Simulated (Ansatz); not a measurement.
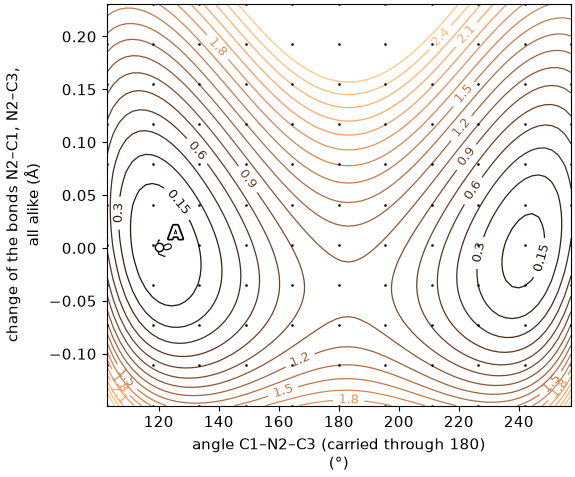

C2H5NS, SMILES CN=CS. The first coordinate is: angle C1–N2–C3 (carried through 180); the second: change of the bonds N2–C1, N2–C3, all alike. Nothing is relaxed (all other coordinates rigid). The grid has 11 × 11 points. Points are written as (first, second). All energies are given in eV relative to the relaxed molecule at the same level. Method: RKS PBE-D4/def2-TZVP in Ansatz.

Drawn: contour lines labelled in eV (none above 2.55), dots at the grid points, the point A. Between grid points the surface is interpolated.

What is the easiest way out of the well at A, and how high is the barrier?

Answer. The easiest path leads from the well at (118.1°, 0.003 Å) to the well at about (240°, 0.00 Å), about 0.097 eV higher. Its highest point lies about 1 eV above the bottom of the first well on the interpolated surface, at about (185°, −0.04 Å). The start is the relaxed structure and all else is held, so a fully relaxed path at this level can only be lower.

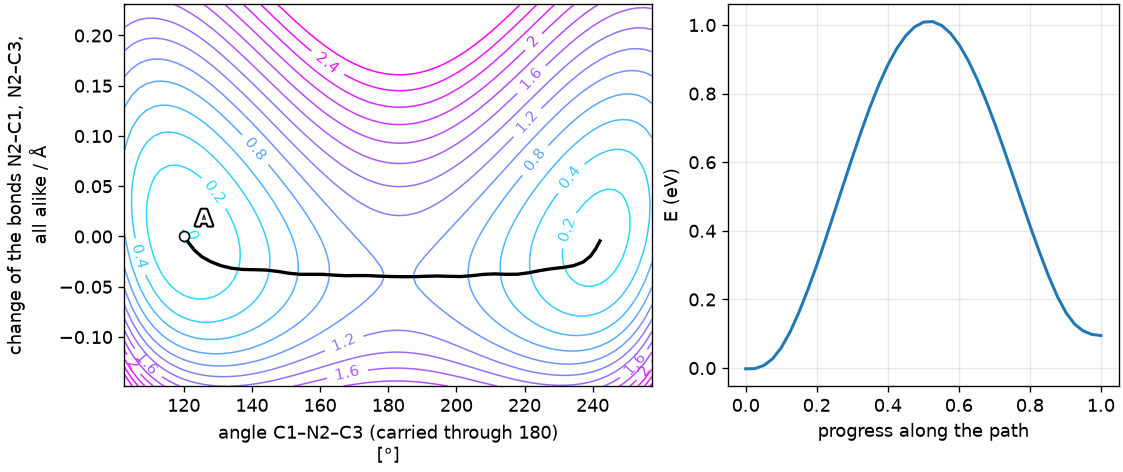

In the figure: contour lines labelled in eV (none above 2.6), a line along the lowest path, the energy along the path at the right. Between grid points the surface is interpolated.
